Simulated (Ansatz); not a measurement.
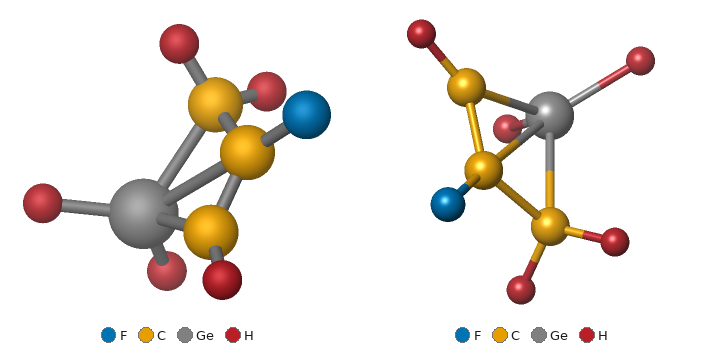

Two views of one molecule.

The geometry was computed by an optimisation with PBE0-D4/def2-TZVP.

Describe the molecule.

It has 10 atoms: 3 carbon, 5 hydrogen, 1 fluorine and 1 germanium (C3H5FGe). The point group is Cs. Coordination, clear cases only: 1 C see-saw.

More results for the same structure follow; atom numbers are the same in all pictures, views and colours differ.

**Electronic properties**

Method: RKS PBE0-D4/def2-QZVPP (Ansatz 0.2.0).

**Give the HOMO energy (Kohn–Sham orbital) at this level.**

−7.50 eV.

**What is the LUMO energy (Kohn–Sham orbital)?**

0.12 eV.

**Estimate the dispersion correction.**

−17.2 kJ/mol.

**Dipole moment**

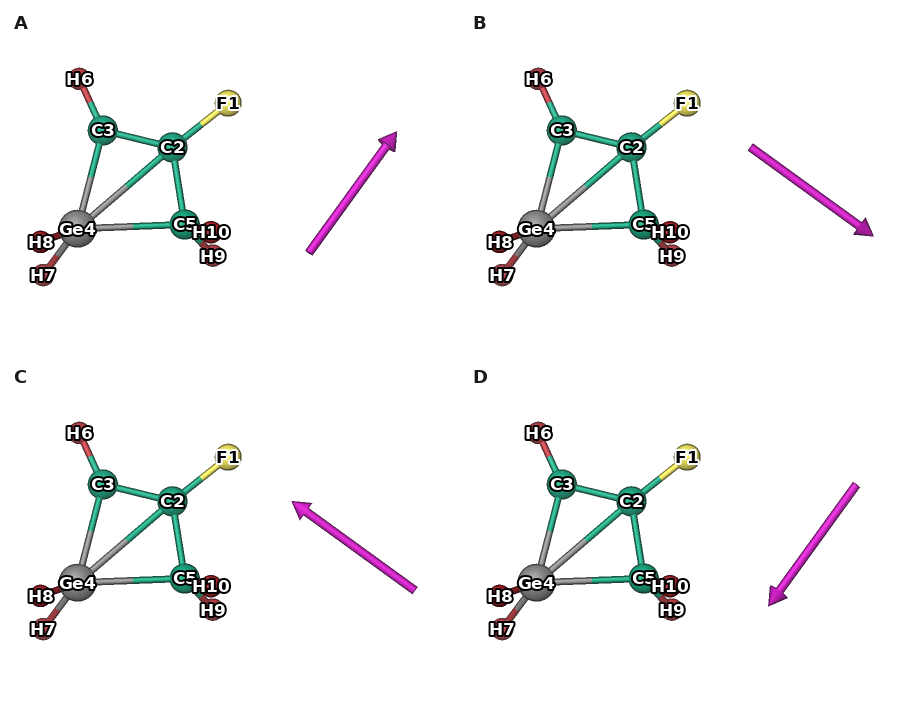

The same molecule four times, each with an arrow. Method: RKS ωB97M-V/def2-TZVPP (Ansatz 0.2.0).

**Which arrow points along the dipole moment, from the negative to the positive end?**

D. The dipole moment is 1.37 D; it points from the side of F1 to the side of H7, H8 (the outermost atoms at the two ends).

**Thermal motion**

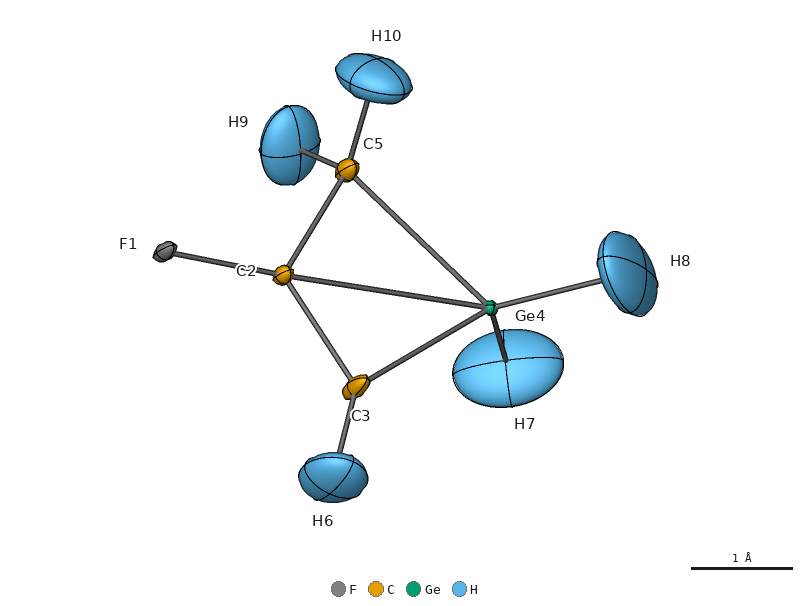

Displacement ellipsoids at the 50 % level, enlarged 1.5 times, from the internal vibrations of the free molecule (harmonic, no overall translation or rotation; no half-axis is drawn under 0.075 Å). Vibrations computed with RKS PBE0-D4/def2-TZVP (Ansatz 0.2.0). Temperature: 400 K.

**Which atom has the largest mean-square displacement?**

H7, H8, with U_eq = 0.0324 Å².

**Does H7 move more along its bond or across it?**

Across it: the root-mean-square amplitude is 0.089 Å along the bond and up to 0.239 Å across, since bending and torsion are softer than stretching.

Give the displacement parameters, one line for each set of equivalent atoms.

```json
{"atom": "F1", "U_eq (Å²)": "0.0030", "rms amplitudes (Å)": "0.037, 0.043, 0.077"}
{"atom": "C2", "U_eq (Å²)": "0.0023", "rms amplitudes (Å)": "0.040, 0.040, 0.061"}
{"atom": "C3", "U_eq (Å²)": "0.0045", "rms amplitudes (Å)": "0.041, 0.045, 0.100"}
{"atom": "Ge4", "U_eq (Å²)": "0.00025", "rms amplitudes (Å)": "0.010, 0.016, 0.019"}
{"atom": "C5", "U_eq (Å²)": "0.0032", "rms amplitudes (Å)": "0.046, 0.046, 0.074"}
{"atom": "H6", "U_eq (Å²)": "0.0197", "rms amplitudes (Å)": "0.083, 0.140, 0.181"}
{"atom": "H7, H8", "U_eq (Å²)": "0.0324", "rms amplitudes (Å)": "0.089, 0.179, 0.239"}
{"atom": "H9, H10", "U_eq (Å²)": "0.0215", "rms amplitudes (Å)": "0.092, 0.142, 0.190"}
```
